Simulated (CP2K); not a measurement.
Consider isocyanoacetonitrile at its PBE geometry (Å).

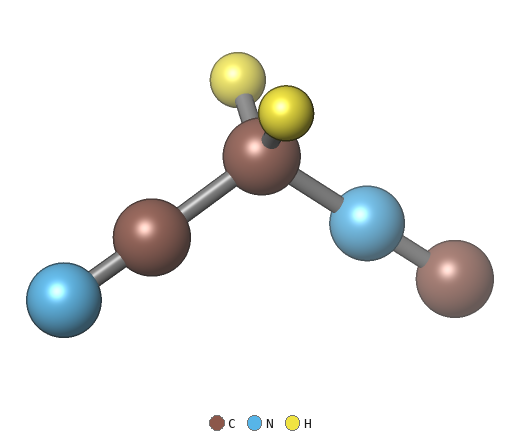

The molecule (carbon brown, nitrogen blue, hydrogen yellow).

```xyz
7

C    -2.1371    1.0685    0.0693
N    -1.1779    0.3767    0.0365
C    -0.0264   -0.4586   -0.0034
C     1.2188    0.3173   -0.0325
N     2.2159    0.9132   -0.0536
H    -0.0210   -1.1158    0.8797
H    -0.0724   -1.1012   -0.8960
```

Method: CP2K XAS_TDP, all-electron GAPW, PBEh(45%), aug-cc-pVDZ, TDA, GW2X-corrected core level, no relativity.

Question: Where do the C K-edge lines lie, and how strong are they?

Leading lines: C1 289.20 eV, C3 292.34 eV and C4 289.05 eV. The leading line of an atom is its first one with 35 % of the strongest within 2.5 eV of its lowest line over the strength cut. Core ionisation energies at this level: C3 296.19, C4 294.71 and C1 295.51 eV.

The first six lines of each atom with a strength over 0.0015:

```tsv
atom	energy (eV)	states	strength, one atom	above the computed threshold
C1 (bonded to N)	289.20	1	0.0699	
	289.32	1	0.0693	
	293.96	1	0.0058	
	294.82	1	0.0028	
	294.83	1	0.0022	
	294.89	1	0.0018	
C3 (bonded to C, N and 2 H)	292.34	1	0.0202	
	292.79	1	0.0140	
	293.16	1	0.0061	
	293.45	1	0.0140	
	294.81	1	0.0145	
	295.12	1	0.0260	
C4 (bonded to C and N)	289.05	1	0.0499	
	289.28	1	0.0545	
	291.98	1	0.0027	
	292.73	1	0.0057	
	293.93	1	0.0020	
	293.97	1	0.0050
```

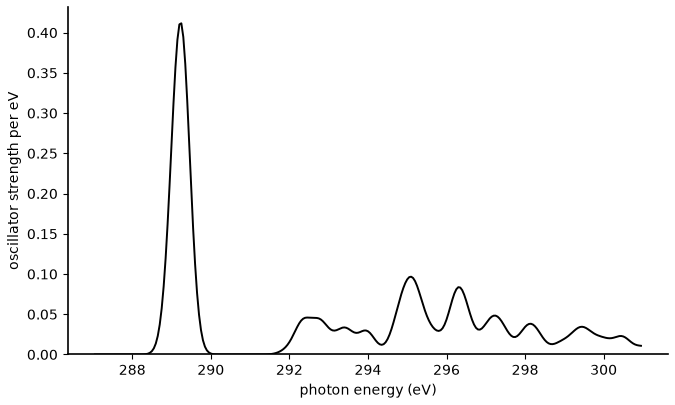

All atoms added, broadened by 0.5 eV.

Lines are vertical, at one geometry, with no vibrational structure. GW2X ionisation energies and lines can be off by 1 to 2 eV either way, and a good line position may hide errors that cancel. These values hold no scalar relativity, about 0.1 eV for C 1s. Rydberg lines, and the discretised continuum above threshold, depend on the basis and the box.

[Banner, clock and machine lines of the logs are left out without a mark of their own.]

[Logs are printed without paths, hosts, clocks, repeated set-up lines and the standing remarks that a program may print on its own settings, such as how far it seeks lower states.]

[Hosts, paths, dates, database ids (printed as entryN), source tags and the programs' standing remarks are cut or masked in the printed files.]
